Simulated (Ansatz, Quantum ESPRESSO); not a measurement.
# KMgF3 (Pm-3m): zone-centre phonons, part 2 of 3

Aim: the zone-centre modes of KMgF3 (Pm-3m).

Quantum ESPRESSO 7.5; DFT LDA, scalar-relativistic, plane waves, JTH PAW pseudopotentials.

So far. Step 2 (A first look): A gap of 7.0 eV opens on this mesh, so the crystal is taken as an insulator; the start stands at -4.5 GPa. Step 4 (Ground state): The cell stands at 0.16 GPa, close enough for phonons. The relaxed cell has a = 3.906 Å (conventional setting).

## (5) Linear response at Γ

At q = 0 one unit cell holds all displacements; symmetry groups them into irreducible representations that are solved one by one. The response to a field gives ε∞ and the Born charges, which polar modes need.

Contents of ph.in:

```
phonons
 &inputph
    prefix='x',
    outdir='./tmp',
    fildyn='g.dyn',
    tr2_ph=1.0d-18,
    epsil=.true.,
 /
0.000000000 0.000000000 0.000000000
```

On the command line:

```console
$ OMP_NUM_THREADS=1 mpirun -n 4 ph.x -nk 4 -in ph.in > ph.out
```

The log of the run:

```text
[banners, grids, parts of the stress and lines that vanish by symmetry left out]
[banner, memory and clock lines left out]
Program PHONON v.7.5

     ./tmp/x.save/

     file K.upf: wavefunction(s)  3S 4S 3P 4P 0D renormalized
     file Mg.upf: wavefunction(s)  3P renormalized
     file F.upf: wavefunction(s)  0S 2P 0P renormalized

     IMPORTANT: XC functional enforced from input :
     Exchange-correlation= PW
                           (   1   4   0   0   0   0   0)
     Any further DFT definition will be discarded
     Please, verify this is what you really want

     G-vector sticks info

     Reading collected, re-writing distributed wavefunctions in ./tmp/

     Number and degeneracy of irreps per q-point
       N         xq(1)         xq(2)         xq(3)   N irreps
       1   0.000000000   0.000000000   0.000000000       5
        3   3   3   3   3

     Calculation of q =    0.0000000   0.0000000   0.0000000

     phonons

     bravais-lattice index     =            0
     lattice parameter (alat)  =       7.3821  a.u.
     unit-cell volume          =     402.2908 (a.u.)^3
     number of atoms/cell      =            5
     number of atomic types    =            3
     kinetic-energy cut-off    =      50.0000  Ry
     charge density cut-off    =     250.0000  Ry
     convergence threshold     =      1.0E-18
     beta                      =       0.7000
     number of iterations used =            4
     Exchange-correlation= PW
                           (   1   4   0   0   0   0   0)

     celldm(1)=    7.38210  celldm(2)=    0.00000  celldm(3)=    0.00000
     celldm(4)=    0.00000  celldm(5)=    0.00000  celldm(6)=    0.00000

     crystal axes: (cart. coord. in units of alat)
               a(1) = (  1.0000  0.0000  0.0000 )
               a(2) = (  0.0000  1.0000  0.0000 )
               a(3) = (  0.0000  0.0000  1.0000 )

     reciprocal axes: (cart. coord. in units 2 pi/alat)
               b(1) = (  1.0000  0.0000  0.0000 )
               b(2) = (  0.0000  1.0000  0.0000 )
               b(3) = (  0.0000  0.0000  1.0000 )

     Atoms inside the unit cell:

     Cartesian axes

     site n.  atom      mass           positions (alat units)
        1  K      39.0983   tau(    1) = (    0.50000    0.50000    0.50000  )
        2  Mg     24.3050   tau(    2) = (    0.00000    0.00000    0.00000  )
        3  F      18.9984   tau(    3) = (    0.50000    0.00000    0.00000  )
        4  F      18.9984   tau(    4) = (    0.00000    0.50000    0.00000  )
        5  F      18.9984   tau(    5) = (    0.00000    0.00000    0.50000  )

     Computing dynamical matrix for
                    q = (   0.0000000   0.0000000   0.0000000 )

     49 Sym.Ops. (with q -> -q+G )

     G cutoff =  345.0964  (  26961 G-vectors)     FFT grid: ( 40, 40, 40)
     G cutoff =  276.0771  (  19309 G-vectors)  smooth grid: ( 36, 36, 36)
     number of k points=    20
                       cart. coord. in units 2pi/alat
        k(    1) = (   0.0000000   0.0000000   0.0000000), wk =   0.0092593
        k(    2) = (   0.0000000   0.0000000   0.1666667), wk =   0.0555556
        k(    3) = (   0.0000000   0.0000000   0.3333333), wk =   0.0555556
        [... further k-points left out ...]

     PseudoPot. # 1 for K  read from file:
     ./pseudo/K.upf
     Pseudo is Projector augmented-wave + core cor, Zval =  9.0
     Shape of augmentation charge: SINC**2
     Using radial grid of 1013 points,  5 beta functions with:
                l(1) =   0
                l(2) =   0
                l(3) =   1
                l(4) =   1
                l(5) =   2
     Q(r) pseudized with 0 coefficients

     PseudoPot. # 2 for Mg read from file:
     ./pseudo/Mg.upf
     Pseudo is Projector augmented-wave + core cor, Zval = 10.0
     Shape of augmentation charge: SINC**2
     Using radial grid of  976 points,  4 beta functions with:
                l(1) =   0
                l(2) =   0
                l(3) =   1
                l(4) =   1
     Q(r) pseudized with 0 coefficients

     PseudoPot. # 3 for F  read from file:
     ./pseudo/F.upf
     Pseudo is Projector augmented-wave + core cor, Zval =  7.0
     Shape of augmentation charge: SINC**2
     Using radial grid of  953 points,  4 beta functions with:
                l(1) =   0
                l(2) =   0
                l(3) =   1
                l(4) =   1
     Q(r) pseudized with 0 coefficients

     Mode symmetry, O_h (m-3m)  point group:

     Electric field:
     Dielectric constant
     Born effective charges as d Force / d E

     Atomic displacements:
     There are    5 irreducible representations

     Representation     1      3 modes -  To be done

     Representation     2      3 modes -  To be done

     Representation     3      3 modes -  To be done

     Representation     4      3 modes -  To be done

     Representation     5      3 modes -  To be done

     Alpha used in Ewald sum =   2.3000

     Electric Fields Calculation

      thresh= 1.000E-02 alpha_mix =  0.700 |ddv_scf|^2 =  2.016E-08

      thresh= 1.420E-05 alpha_mix =  0.700 |ddv_scf|^2 =  4.424E-09

      thresh= 6.651E-06 alpha_mix =  0.700 |ddv_scf|^2 =  3.273E-11

      thresh= 5.721E-07 alpha_mix =  0.700 |ddv_scf|^2 =  1.350E-12

      thresh= 1.162E-07 alpha_mix =  0.700 |ddv_scf|^2 =  2.549E-14

      thresh= 1.597E-08 alpha_mix =  0.700 |ddv_scf|^2 =  2.395E-16

      thresh= 1.547E-09 alpha_mix =  0.700 |ddv_scf|^2 =  2.003E-18

      thresh= 1.415E-10 alpha_mix =  0.700 |ddv_scf|^2 =  1.238E-19

     End of electric fields calculation

          Dielectric constant in cartesian axis

          (       2.147905247       0.000000000       0.000000000 )
          (       0.000000000       2.147905247       0.000000000 )
          (       0.000000000       0.000000000       2.147905247 )

          Effective charges (d Force / dE) in cartesian axis without acoustic sum rule applied (asr)

           atom    1  K     Mean Z*:        1.19140
      Ex  (        1.19140        0.00000        0.00000 )
      Ey  (        0.00000        1.19140        0.00000 )
      Ez  (        0.00000        0.00000        1.19140 )
           atom    2  Mg    Mean Z*:        1.96954
      Ex  (        1.96954        0.00000        0.00000 )
      Ey  (        0.00000        1.96954        0.00000 )
      Ez  (        0.00000        0.00000        1.96954 )
           atom    3  F     Mean Z*:       -1.05641
      Ex  (       -1.23096        0.00000        0.00000 )
      Ey  (        0.00000       -0.96913        0.00000 )
      Ez  (        0.00000        0.00000       -0.96913 )
           atom    4  F     Mean Z*:       -1.05641
      Ex  (       -0.96913        0.00000        0.00000 )
      Ey  (        0.00000       -1.23096        0.00000 )
      Ez  (        0.00000        0.00000       -0.96913 )
           atom    5  F     Mean Z*:       -1.05641
      Ex  (       -0.96913        0.00000        0.00000 )
      Ey  (        0.00000       -0.96913        0.00000 )
      Ez  (        0.00000        0.00000       -1.23096 )

          Effective charges Sum: Mean:       -0.00827
             -0.00827        0.00000        0.00000
              0.00000       -0.00827        0.00000
              0.00000        0.00000       -0.00827

          Effective charges (d Force / dE) in cartesian axis with asr applied:
           atom    1  K     Mean Z*:        1.19306
      E*x (        1.19306        0.00000        0.00000 )
      E*y (        0.00000        1.19306        0.00000 )
      E*z (        0.00000        0.00000        1.19306 )
           atom    2  Mg    Mean Z*:        1.97120
      E*x (        1.97120        0.00000        0.00000 )
      E*y (        0.00000        1.97120        0.00000 )
      E*z (        0.00000        0.00000        1.97120 )
           atom    3  F     Mean Z*:       -1.05475
      E*x (       -1.22930        0.00000        0.00000 )
      E*y (        0.00000       -0.96748        0.00000 )
      E*z (        0.00000        0.00000       -0.96748 )
           atom    4  F     Mean Z*:       -1.05475
      E*x (       -0.96748        0.00000        0.00000 )
      E*y (        0.00000       -1.22930        0.00000 )
      E*z (        0.00000        0.00000       -0.96748 )
           atom    5  F     Mean Z*:       -1.05475
      E*x (       -0.96748        0.00000        0.00000 )
      E*y (        0.00000       -0.96748        0.00000 )
      E*z (        0.00000        0.00000       -1.22930 )

     Representation #   1 modes #   1   2   3

     Self-consistent Calculation

      thresh= 1.000E-02 alpha_mix =  0.700 |ddv_scf|^2 =  9.688E-07

      thresh= 9.843E-05 alpha_mix =  0.700 |ddv_scf|^2 =  3.954E-08

      thresh= 1.989E-05 alpha_mix =  0.700 |ddv_scf|^2 =  1.089E-09

      thresh= 3.300E-06 alpha_mix =  0.700 |ddv_scf|^2 =  1.184E-11

      thresh= 3.442E-07 alpha_mix =  0.700 |ddv_scf|^2 =  8.527E-14

      thresh= 2.920E-08 alpha_mix =  0.700 |ddv_scf|^2 =  9.717E-16

[...]
End of self-consistent calculation

     Convergence has been achieved

     Representation #   2 modes #   4   5   6

     Self-consistent Calculation

[...]
End of self-consistent calculation

     Convergence has been achieved

     Representation #   3 modes #   7   8   9

     Self-consistent Calculation

[...]
End of self-consistent calculation

     Convergence has been achieved

     Representation #   4 modes #  10  11  12

     Self-consistent Calculation

[...]
thresh= 3.124E-10 alpha_mix =  0.700 |ddv_scf|^2 =  1.539E-19

     End of self-consistent calculation

     Convergence has been achieved

     Representation #   5 modes #  13  14  15

     Self-consistent Calculation

      thresh= 1.000E-02 alpha_mix =  0.700 |ddv_scf|^2 =  4.880E-07

      thresh= 6.985E-05 alpha_mix =  0.700 |ddv_scf|^2 =  2.556E-10

      thresh= 1.599E-06 alpha_mix =  0.700 |ddv_scf|^2 =  2.080E-12

      thresh= 1.442E-07 alpha_mix =  0.700 |ddv_scf|^2 =  4.207E-15

      thresh= 6.486E-09 alpha_mix =  0.700 |ddv_scf|^2 =  1.754E-17

      thresh= 4.188E-10 alpha_mix =  0.700 |ddv_scf|^2 =  2.910E-19

     End of self-consistent calculation

     Convergence has been achieved

     Number of q in the star =    1
     List of q in the star:
          1   0.000000000   0.000000000   0.000000000

          Dielectric constant in cartesian axis

          (       2.147905247       0.000000000       0.000000000 )
          (       0.000000000       2.147905247       0.000000000 )
          (       0.000000000       0.000000000       2.147905247 )

          Effective charges (d Force / dE) in cartesian axis without acoustic sum rule applied (asr)

           atom    1  K     Mean Z*:        1.19140
      Ex  (        1.19140        0.00000        0.00000 )
      Ey  (        0.00000        1.19140        0.00000 )
      Ez  (        0.00000        0.00000        1.19140 )
           atom    2  Mg    Mean Z*:        1.96954
      Ex  (        1.96954        0.00000        0.00000 )
      Ey  (        0.00000        1.96954        0.00000 )
      Ez  (        0.00000        0.00000        1.96954 )
           atom    3  F     Mean Z*:       -1.05641
      Ex  (       -1.23096        0.00000        0.00000 )
      Ey  (        0.00000       -0.96913        0.00000 )
      Ez  (        0.00000        0.00000       -0.96913 )
           atom    4  F     Mean Z*:       -1.05641
      Ex  (       -0.96913        0.00000        0.00000 )
      Ey  (        0.00000       -1.23096        0.00000 )
      Ez  (        0.00000        0.00000       -0.96913 )
           atom    5  F     Mean Z*:       -1.05641
      Ex  (       -0.96913        0.00000        0.00000 )
      Ey  (        0.00000       -0.96913        0.00000 )
      Ez  (        0.00000        0.00000       -1.23096 )

          Effective charges Sum: Mean:       -0.00827
             -0.00827        0.00000        0.00000
              0.00000       -0.00827        0.00000
              0.00000        0.00000       -0.00827

          Effective charges (d Force / dE) in cartesian axis with asr applied:
           atom    1  K     Mean Z*:        1.19306
      E*x (        1.19306        0.00000        0.00000 )
      E*y (        0.00000        1.19306        0.00000 )
      E*z (        0.00000        0.00000        1.19306 )
           atom    2  Mg    Mean Z*:        1.97120
      E*x (        1.97120        0.00000        0.00000 )
      E*y (        0.00000        1.97120        0.00000 )
      E*z (        0.00000        0.00000        1.97120 )
           atom    3  F     Mean Z*:       -1.05475
      E*x (       -1.22930        0.00000        0.00000 )
      E*y (        0.00000       -0.96748        0.00000 )
      E*z (        0.00000        0.00000       -0.96748 )
           atom    4  F     Mean Z*:       -1.05475
      E*x (       -0.96748        0.00000        0.00000 )
      E*y (        0.00000       -1.22930        0.00000 )
      E*z (        0.00000        0.00000       -0.96748 )
           atom    5  F     Mean Z*:       -1.05475
      E*x (       -0.96748        0.00000        0.00000 )
      E*y (        0.00000       -0.96748        0.00000 )
      E*z (        0.00000        0.00000       -1.22930 )

     Diagonalizing the dynamical matrix

     q = (    0.000000000   0.000000000   0.000000000 )

 **************************************************************************
     freq (    1) =      -0.059538 [THz] =      -1.985988 [cm-1]
     freq (    2) =      -0.059538 [THz] =      -1.985988 [cm-1]
     freq (    3) =      -0.059538 [THz] =      -1.985988 [cm-1]
     freq (    4) =       4.792324 [THz] =     159.854734 [cm-1]
     freq (    5) =       4.792324 [THz] =     159.854734 [cm-1]
     freq (    6) =       4.792324 [THz] =     159.854734 [cm-1]
     freq (    7) =       5.584861 [THz] =     186.290919 [cm-1]
     freq (    8) =       5.584861 [THz] =     186.290919 [cm-1]
     freq (    9) =       5.584861 [THz] =     186.290919 [cm-1]
     freq (   10) =       8.537585 [THz] =     284.783195 [cm-1]
     freq (   11) =       8.537585 [THz] =     284.783195 [cm-1]
     freq (   12) =       8.537585 [THz] =     284.783195 [cm-1]
     freq (   13) =      15.834865 [THz] =     528.194245 [cm-1]
     freq (   14) =      15.834865 [THz] =     528.194245 [cm-1]
     freq (   15) =      15.834865 [THz] =     528.194245 [cm-1]
 **************************************************************************

     Mode symmetry, O_h (m-3m)  point group:

     freq (   1-   3) =         -2.0  [cm-1]   --> T_1u G_15  G_4- I
     freq (   4-   6) =        159.9  [cm-1]   --> T_1u G_15  G_4- I
     freq (   7-   9) =        186.3  [cm-1]   --> T_2u G_25  G_5-
     freq (  10-  12) =        284.8  [cm-1]   --> T_1u G_15  G_4- I
     freq (  13-  15) =        528.2  [cm-1]   --> T_1u G_15  G_4- I
```

The job ended after 11 min (4 MPI ranks of Arm Neoverse N1, shared host).

Numbers from this step:

```
miss of the charge sum rule                                       : 0.008280 e
largest acoustic frequency at the zone centre before the sum rule : -1.99 cm⁻¹
highest optical zone-centre mode (no LO-TO term)                  : 528.2 cm⁻¹
lowest optical zone-centre mode                                   : 159.8 cm⁻¹
mean high-frequency dielectric constant                           : 2.148
largest Born charge in size (third of the trace)                  : 1.970 e
```

Optical modes; normalised displacements of the dynamical-matrix file. Modes at Γ, with each element's share of the kinetic energy:

```csv
mode,frequency (cm⁻¹),symmetry,K %,Mg %,F %
1,159.9,T1u,67,6,27
2,159.9,T1u,67,6,27
3,159.9,T1u,67,6,27
4,186.3,T2u,0,0,100
5,186.3,T2u,0,0,100
6,186.3,T2u,0,0,100
7,284.8,T1u,1,40,59
8,284.8,T1u,1,40,59
9,284.8,T1u,1,40,59
10,528.2,T1u,0,34,66
11,528.2,T1u,0,34,66
12,528.2,T1u,0,34,66
```

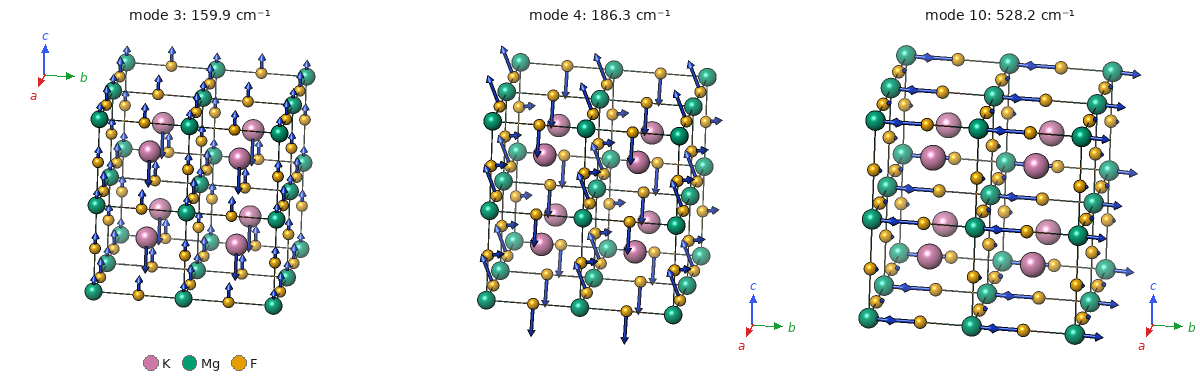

Displacement patterns of modes 3, 4 and 10 at Γ; arrows are exaggerated. 2×2×2 cells are drawn. Some periodic images of atoms are drawn too.

Born charge (rows field, columns displacement), before the sum rule (e), principal values of the symmetric part by kind of site:

```csv
atom,atoms with these values,low,middle,high,mean
K1,1,1.19,1.19,1.19,1.19
Mg2,1,1.97,1.97,1.97,1.97
F3,3,-1.23,-0.97,-0.97,-1.06
```

In full for K1:

```
1.19 0.00 0.00
0.00 1.19 0.00
0.00 0.00 1.19
```

High-frequency dielectric tensor:

```
2.15 0.00 0.00
0.00 2.15 0.00
0.00 0.00 2.15
```

The acoustic modes at Γ come out as far as 2.0 cm⁻¹ from zero, where they should vanish, a small numerical error; the Born charges miss their sum rule by 0.0083 e, which is good.

## (6) Zone-centre analysis

A rigid shift of the crystal must cost nothing, but grids and finite bases break this; the acoustic sum rule is imposed before the matrix is diagonalised again. With Born charges the intensities follow, and the static dielectric tensor.

Contents of dynmat.in:

```
 &input
    fildyn='g.dyn',
    asr='simple',
    lperm=.true.,
 /
```

On the command line:

```console
$ dynmat.x -in dynmat.in > dynmat.out
```

The log of the run:

```text
[banner, memory and clock lines left out]
Program DYNMAT v.7.5

     Reading Dynamical Matrix from file g.dyn
     ...Force constants read
     ...epsilon and Z* read
     A direction for q was not specified:TO-LO splitting will be absent

     Polarizability (A^3 units)
     multiply by 0.723257 for Clausius-Mossotti correction
         5.445525    0.000000    0.000000
         0.000000    5.445525    0.000000
         0.000000    0.000000    5.445525

     IR activities are in (D/A)^2/amu units

# mode   [cm-1]    [THz]      IR
    1     -0.00   -0.0000    0.0000
    2      0.00    0.0000    0.0000
    3      0.00    0.0000    0.0000
    4    159.85    4.7920    1.7645
    5    159.85    4.7920    1.7645
    6    159.85    4.7920    1.7645
    7    186.26    5.5838    0.0000
    8    186.26    5.5838    0.0000
    9    186.26    5.5838    0.0000
   10    284.84    8.5392    2.8186
   11    284.84    8.5392    2.8186
   12    284.84    8.5392    2.8186
   13    528.17   15.8341    4.0537
   14    528.17   15.8341    4.0537
   15    528.17   15.8341    4.0537

Electronic dielectric permittivity tensor (relative, adimensional)
         2.147905    0.000000    0.000000
         0.000000    2.147905    0.000000
         0.000000    0.000000    2.147905

 ... with zone-center polar mode contributions
         6.381510   -0.000000   -0.000000
        -0.000000    6.381510   -0.000000
        -0.000000   -0.000000    6.381510

[end of the log left out, with the tail of the file of modes that dynmat.x writes under the same name]
```

Elapsed: 0.49 s, on 1 thread.

Numbers from this step:

| Quantity | Value |
| --- | --- |
| mean static dielectric constant | 6.381 |

Zone-centre frequencies as printed; negative means imaginary. Modes:

```csv
mode,frequency (cm⁻¹)
1,0
2,0
3,0
4,159.8
5,159.8
6,159.8
7,186.3
8,186.3
9,186.3
10,284.8
11,284.8
12,284.8
13,528.2
14,528.2
15,528.2
```

Degenerate modes summed, no LO-TO term. Infrared lines, with heights relative to the strongest:

```csv
position (cm⁻¹),lines merged,label,"IR intensity, relative"
160,3,T1u,44
186,3,T2u,0.0
285,3,T1u,70
528,3,T1u,100
```

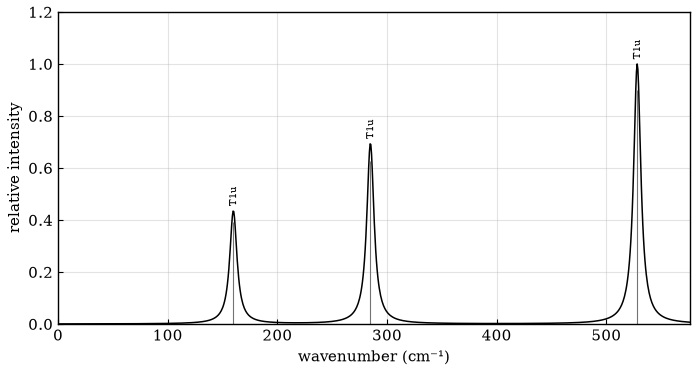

The infrared spectrum, broadened with Lorentzians of width 8 cm⁻¹; bars mark the lines.

Static dielectric tensor (ions relaxed, fixed cell):

```
6.38 0.00 0.00
0.00 6.38 0.00
0.00 0.00 6.38
```

The rule moves no optical mode by more than 0.1 cm⁻¹.

(Continued in part 3 of 3.)

[Host names and launcher messages were left out of these logs when they were recorded.]

[Logs are printed without paths, hosts, clocks, repeated set-up lines and the standing remarks that a program may print on its own settings, such as how far it seeks lower states.]

[Hosts, paths, dates, database ids (printed as entryN), source tags and the programs' standing remarks are cut or masked in the printed files.]
